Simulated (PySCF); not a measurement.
```xyz
7

La    0.0000    0.7758   -0.0018
N     1.7531    0.0266    1.1028
H     1.7024   -0.5491    1.9480
H     2.7484    0.1565    0.9069
N    -1.7531    0.0266    1.1028
H    -2.7484    0.1565    0.9069
H    -1.7024   -0.5491    1.9480
```

Core potentials replace the inner electrons of La.

The calculation used RKS PBE0, La def2-SVP with ECP46, N def2-SVP, H def2-SVP; non-relativistic Hamiltonian with scalar-relativistic core potentials where named; density fitting in PySCF.

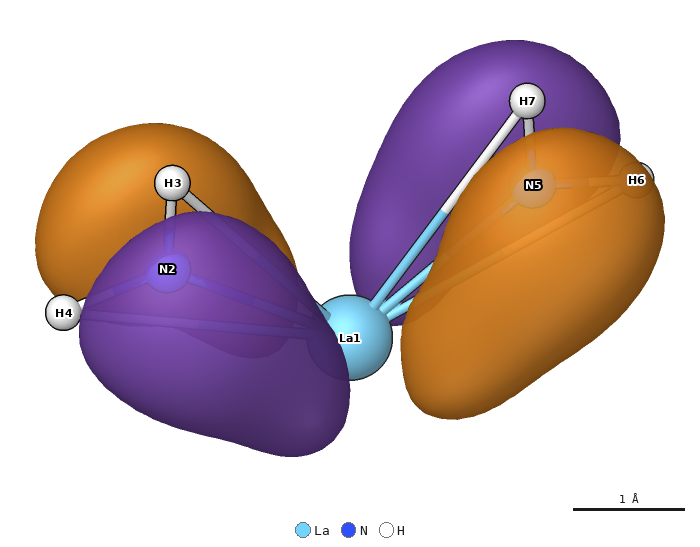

H4LaN2 (charge +1). The HOMO−1 at ±0.1 Å⁻³ᐟ² (orange and purple are the two phases), seen at an oblique angle.

Question: What is the character of this orbital?

Answer: It lies mainly on N2 (about 35 %), N5 (about 35 %) and La1 (about 20 %); it changes sign across the molecular plane (π type); π-bonding across La1–N2; π-antibonding (a node) across La1–N5. Its energy is −11.51 eV.
